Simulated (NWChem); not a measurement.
## Energy and gradient calculation, with input and output: C4H3F3 (part 2 of 2)

C4H3F3, SMILES C=C(F)C(F)=CF; M06-2X/6-31G*, RKS (NWChem 7.2.2). The geometry comes from this level: PBE0-D4/def2-TZVP.

Geometry of the input (Å):
```
C  0.8864  -0.3825  -1.6136
C  0.0286  -0.4399  -0.6077
F  -0.9545  -1.3510  -0.5870
C  0.0169  0.4208  0.5600
F  0.9751  1.3448  0.5880
C  -0.8659  0.3282  1.5503
F  -0.8237  1.1461  2.5924
H  0.8092  -1.0732  -2.4415
H  1.6697  0.3604  -1.6074
H  -1.6587  -0.4049  1.5695
```

**Log, continued**
```
             Grid Information
             ----------------
          Grid used for XC integration:  fine
          Radial quadrature: Mura-Knowles
          Angular quadrature: Lebedev.
          Tag              B.-S. Rad. Rad. Pts. Rad. Cut. Ang. Pts.
          ---              ---------- --------- --------- ---------
          C                   0.70       70          11.0       590
          F                   0.50       70          12.0       590
          H                   0.35       60          11.0       590
          Grid pruning is: on
          Number of quadrature shells:   670
          Spatial weights used:  Erf1

          Convergence Information
          -----------------------
          Convergence aids based upon iterative change in
          total energy or number of iterations.
          Levelshifting, if invoked, occurs when the
          HOMO/LUMO gap drops below (HL_TOL):  1.00D-02
          DIIS, if invoked, will attempt to extrapolate
          using up to (NFOCK): 10 stored Fock matrices.

                    Damping( 0%)  Levelshifting(0.5)       DIIS
                  --------------- ------------------- ---------------
          dE  on:    start            ASAP                start
          dE off:    2 iters        100 iters           100 iters

      Screening Tolerance Information
      -------------------------------
          Density screening/tol_rho:  1.00D-11
          AO Gaussian exp screening on grid/accAOfunc:  18
          CD Gaussian exp screening on grid/accCDfunc:  20
          XC Gaussian exp screening on grid/accXCfunc:  20
          Schwarz screening/accCoul:  1.00D-09

      Superposition of Atomic Density Guess
      -------------------------------------

 Sum of atomic energies:        -450.25271028

      Non-variational initial energy
      ------------------------------

 Total energy =    -453.299589
 1-e energy   =   -1207.721511
 2-e energy   =     459.718730
 HOMO         =      -0.218411
 LUMO         =       0.022629

  WARNING: movecs_in_org=atomic not equal to movecs_in=./m1.movecs
   Time after variat. SCF:      0.6

     ---------------------------------------------
      Total Density - Mulliken Population Analysis
     ---------------------------------------------

    Atom       Charge   Shell Charges
 -----------   ------   -------------------------------------------------------
    1 C    6     6.78   2.00  0.74  2.10  0.63  1.27  0.03
    2 C    6     5.30   2.00  0.69  1.60  0.41  0.53  0.07
    3 F    9     9.46   2.00  0.94  3.38  1.02  2.10  0.01
    4 C    6     5.53   2.00  0.69  1.70  0.45  0.63  0.07
    5 F    9     9.46   2.00  0.94  3.39  1.02  2.10  0.01
    6 C    6     5.73   2.00  0.70  1.69  0.51  0.77  0.06
    7 F    9     9.43   2.00  0.94  3.39  1.01  2.09  0.01
    8 H    1     0.77   0.46  0.31
    9 H    1     0.75   0.46  0.29
   10 H    1     0.80   0.47  0.33
   Time prior to 1st pass:      0.6

 Integral file          = ./m1.aoints.0
 Record size in doubles =  65536        No. of integs per rec  =  43688
 Max. records in memory =    466        Max. records in file   = 831576
 No. of bits per label  =      8        No. of bits per value  =     64

 #quartets = 5.436D+05 #integrals = 1.214D+07 #direct =  0.0% #cached =100.0%

 Grid_pts file          = ./m1.gridpts.0
 Record size in doubles =  12289        No. of grid_pts per rec  =   3070
 Max. records in memory =    143        Max. recs in file   =   4434715

           Memory utilization after 1st SCF pass:
           Heap Space remaining (MW):      229.83           229832030
          Stack Space remaining (MW):      262.14           262143196

   convergence    iter        energy       DeltaE   RMS-Dens  Diis-err    time
 ---------------- ----- ----------------- --------- --------- ---------  ------
 d= 0,ls=0.0,diis     1   -453.3750345598 -7.48D+02  1.27D-02  1.08D+00     4.8
 d= 0,ls=0.0,diis     2   -453.3729035666  2.13D-03  6.39D-03  1.38D+00     7.1
 d= 0,ls=0.0,diis     3   -453.5048268722 -1.32D-01  1.05D-03  2.13D-02     9.8
 d= 0,ls=0.0,diis     4   -453.5068211201 -1.99D-03  3.65D-04  2.78D-03    12.5
 d= 0,ls=0.0,diis     5   -453.5071001516 -2.79D-04  1.23D-04  3.14D-04    15.3
  Resetting Diis
 d= 0,ls=0.0,diis     6   -453.5071283522 -2.82D-05  3.42D-05  1.57D-05    18.0
 d= 0,ls=0.0,diis     7   -453.5071302621 -1.91D-06  1.29D-05  6.99D-07    20.7
 d= 0,ls=0.0,diis     8   -453.5071302586  3.42D-09  6.19D-06  1.04D-06    23.4

         Total DFT energy =     -453.507130258639
      One electron energy =    -1209.971961624806
           Coulomb energy =      515.839301762713
    Exchange-Corr. energy =      -54.077662036628
 Nuclear repulsion energy =      294.703191640082

 Numeric. integr. density =       53.999999073437

     Total iterative time =     22.8s

     ---------------------------------------------
      Total Density - Mulliken Population Analysis
     ---------------------------------------------

    Atom       Charge   Shell Charges
 -----------   ------   -------------------------------------------------------
    1 C    6     6.48   2.00  0.67  2.08  0.61  1.09  0.03
    2 C    6     5.59   2.00  0.68  1.96  0.38  0.49  0.07
    3 F    9     9.33   2.00  0.93  3.29  1.04  2.05  0.02
    4 C    6     5.70   2.00  0.67  2.00  0.41  0.54  0.07
    5 F    9     9.31   2.00  0.93  3.29  1.04  2.03  0.02
    6 C    6     5.89   2.00  0.68  1.98  0.46  0.72  0.07
    7 F    9     9.30   2.00  0.93  3.29  1.04  2.02  0.02
    8 H    1     0.81   0.52  0.29
    9 H    1     0.80   0.52  0.28
   10 H    1     0.80   0.52  0.28

     -------------------------------------------
      Total Density - Lowdin Population Analysis
     -------------------------------------------

    Atom       Charge   Shell Charges
 -----------   ------   -------------------------------------------------------
    1 C    6     6.32   1.99  0.55  1.90  0.44  1.38  0.06
    2 C    6     5.90   1.99  0.52  1.76  0.37  1.09  0.19
    3 F    9     9.10   1.99  0.92  3.17  0.81  2.17  0.04
    4 C    6     5.96   1.99  0.52  1.80  0.37  1.10  0.19
    5 F    9     9.09   1.99  0.92  3.17  0.81  2.16  0.04
    6 C    6     6.02   1.99  0.53  1.79  0.40  1.14  0.17
    7 F    9     9.09   1.99  0.92  3.17  0.81  2.16  0.04
    8 H    1     0.84   0.48  0.36
    9 H    1     0.84   0.48  0.36
   10 H    1     0.85   0.49  0.36

 center of mass
 --------------
 x =  -0.23860658 y =   0.34374874 z =   0.79494112

 moments of inertia (a.u.)
 ------------------
        1072.824281888227         -95.780211665722         192.767928204934
         -95.780211665722         972.316569466608        -354.374407853250
         192.767928204934        -354.374407853250         609.187429567219

     Multipole analysis of the density
     ---------------------------------

     L   x y z        total         alpha         beta         nuclear
     -   - - -        -----         -----         ----         -------
     0   0 0 0     -0.000000    -27.000000    -27.000000     54.000000

     1   1 0 0     -0.054741      5.652862      5.652862    -11.360466
     1   0 1 0     -0.297437     -8.369971     -8.369971     16.442506
     1   0 0 1     -0.329264    -19.246329    -19.246329     38.163394

     2   2 0 0    -26.905708    -81.797461    -81.797461    136.689214
     2   1 1 0      0.001543    -20.611253    -20.611253     41.224048
     2   1 0 1     -1.990481     57.859380     57.859380   -117.709242
     2   0 2 0    -29.509901   -103.528621   -103.528621    177.547341
     2   0 1 1     -1.388266    -93.851945    -93.851945    186.315623
     2   0 0 2    -27.839090   -213.623907   -213.623907    399.408724

 Parallel integral file used     278 records with       0 large values

            General Information
            -------------------
          SCF calculation type: DFT
          Wavefunction type:  closed shell.
          No. of atoms     :    10
          No. of electrons :    54
           Alpha electrons :    27
            Beta electrons :    27
          Charge           :     0
          Spin multiplicity:     1
          Use of symmetry is: off; symmetry adaption is: off
          Maximum number of iterations: 100
          AO basis - number of functions:   104
                     number of shells:    48
          Convergence on energy requested:  1.00D-08
          Convergence on density requested:  1.00D-05
          Convergence on gradient requested:  5.00D-04

              XC Information
              --------------
                       M06-2X Method XC Functional
                     Hartree-Fock (Exact) Exchange  0.540
                        M06-2X Exchange Functional  1.000
                      M06-2X Correlation Potential  1.000

             Grid Information
             ----------------
          Grid used for XC integration:  fine
          Radial quadrature: Mura-Knowles
          Angular quadrature: Lebedev.
          Tag              B.-S. Rad. Rad. Pts. Rad. Cut. Ang. Pts.
          ---              ---------- --------- --------- ---------
          C                   0.70       70          11.0       590
          F                   0.50       70          12.0       590
          H                   0.35       60          11.0       590
          Grid pruning is: on
          Number of quadrature shells:   670
          Spatial weights used:  Erf1

          Convergence Information
          -----------------------
          Convergence aids based upon iterative change in
          total energy or number of iterations.
          Levelshifting, if invoked, occurs when the
          HOMO/LUMO gap drops below (HL_TOL):  1.00D-02
          DIIS, if invoked, will attempt to extrapolate
          using up to (NFOCK): 10 stored Fock matrices.

                    Damping( 0%)  Levelshifting(0.5)       DIIS
                  --------------- ------------------- ---------------
          dE  on:    start            ASAP                start
          dE off:    2 iters        100 iters           100 iters

      Screening Tolerance Information
      -------------------------------
          Density screening/tol_rho:  1.00D-11
          AO Gaussian exp screening on grid/accAOfunc:  18
          CD Gaussian exp screening on grid/accCDfunc:  20
          XC Gaussian exp screening on grid/accXCfunc:  20
          Schwarz screening/accCoul:  1.00D-09

                            NWChem DFT Gradient Module
                            --------------------------

                                      C4H3F3

  charge          =   0.00
  wavefunction    = closed shell

                         DFT ENERGY GRADIENTS

    atom               coordinates                        gradient
                 x          y          z           x          y          z
   1 C       1.675053  -0.722820  -3.049262   -0.002445  -0.001286   0.001386
   2 C       0.054046  -0.831290  -1.148386   -0.000105   0.002643   0.003647
   3 F      -1.803743  -2.553020  -1.109269    0.003455   0.002061  -0.001595
   4 C       0.031936   0.795197   1.058247    0.002725  -0.001000  -0.004768
   5 F       1.842672   2.541304   1.111159   -0.004421  -0.003724   0.000598
   6 C      -1.636314   0.620208   2.929642    0.001517   0.004325   0.003858
   7 F      -1.556567   2.165815   4.898926   -0.000741  -0.003515  -0.003774
   8 H       1.529166  -2.028054  -4.613766    0.000197   0.000593   0.000539
   9 H       3.155275   0.681057  -3.037546   -0.001106  -0.000881   0.000212
  10 H      -3.134488  -0.765150   2.965925    0.000923   0.000783  -0.000102

                 ----------------------------------------
                 |  Time  |  1-e(secs)   |  2-e(secs)   |
                 ----------------------------------------
                 |  CPU   |       0.02   |       4.56   |
                 ----------------------------------------
                 |  WALL  |       0.02   |       4.57   |
                 ----------------------------------------

 Task  times  cpu:       33.8s     wall:       33.9s
 Total times  cpu:       33.8s     wall:       34.0s
```

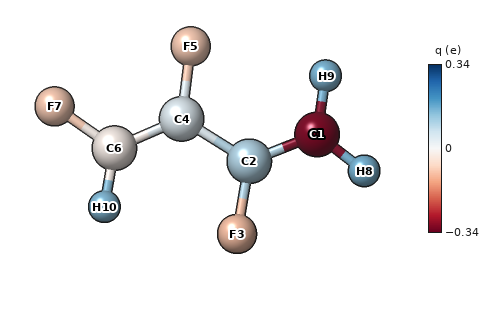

**Figure 1.** Löwdin charges, as the colour of each atom (ball-and-stick view, seen on its broad side; atoms are numbered from 1 in the order of the input). By element: C −0.32 to +0.10, F −0.10 to −0.09 and H +0.15 to +0.16 e.

**Results in brief**

| quantity | value |
| --- | --- |
| outcome | converged |
| total energy | −453.507130 hartree |
| basis functions | 104 |
| largest force | 0.308 eV/Å |
| dipole moment | 1.14 D |
| wall time | 34 s (CPU time 34 s) |
| peak memory | 0.23 GiB |
